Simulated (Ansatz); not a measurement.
# GaP under a change: x(Al) = 0.5, 8 atoms, I-42d

Base system: GaP in the zinc blende structure (space group F-43m, No. 216; a = 5.438 Å).

The other end (x = 1) is AlGa in the zinc blende structure (space group F-43m, No. 216; a hypothetical phase, not in the database extracts checked): 24.83 Å³/atom, gap zero; this end may not be an ambient phase.

The change: Al replaces 50.0 % of the P, ordered in a cell of 8 atoms (starting symmetry I-42d) and fully relaxed.

Calculations: Ansatz (an electronic-structure program) PBEsol, scalar-relativistic without spin-orbit coupling. k-mesh 11×11×11 (Γ-centred); smearing 0.05 eV (Fermi–Dirac).

```tsv
quantity	base	changed	shift
volume per atom	20.11 Å³	22.33 Å³	+2.22 Å³
density	4.16 g/cm³	3.67 g/cm³	-0.49 g/cm³
shortest interatomic distance	2.355 Å	2.355 Å	0.000 Å
band gap	1.45 eV	zero	–
mixing energy (to 0.01 eV only: unlike meshes or grids) (against an end that may be hypothetical)	–	+0.06 eV/atom	–
deviation of the volume from the linear (Vegard-type) interpolation	–	-0.6 %	–
mean first-shell distances	–	P–Ga 2.355 Å (end compound 2.355 Å), Al–Ga 2.552 Å (end compound 2.527 Å)	–
```

Final structure:

```yaml
crystal:
  lattice:
    - [-2.95643, 2.95643, 5.10993]
    - [2.95643, -2.95643, 5.10993]
    - [2.95643, 2.95643, -5.10993]
  atoms:
    - { symbol: P, position: [0.25000, 0.75000, 0.50000] }
    - { symbol: Al, position: [0.75000, 0.25000, 0.50000] }
    - { symbol: Al, position: [0.00000, 0.00000, 0.00000] }
    - { symbol: P, position: [0.50000, 0.50000, 0.00000] }
    - { symbol: Ga, position: [0.59741, 0.62500, 0.47241] }
    - { symbol: Ga, position: [0.15259, 0.12500, 0.52759] }
    - { symbol: Ga, position: [0.37500, 0.84741, 0.97241] }
    - { symbol: Ga, position: [0.87500, 0.40259, 0.02759] }
```

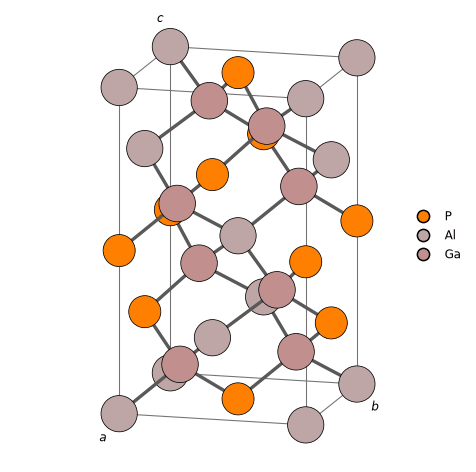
Fig. 1. The relaxed conventional cell after the change

Each cell is one ordered arrangement of few atoms, which overstates ordering effects compared with a random alloy. Whether these cells are dynamically stable was not tested. All final runs are without spin polarisation.
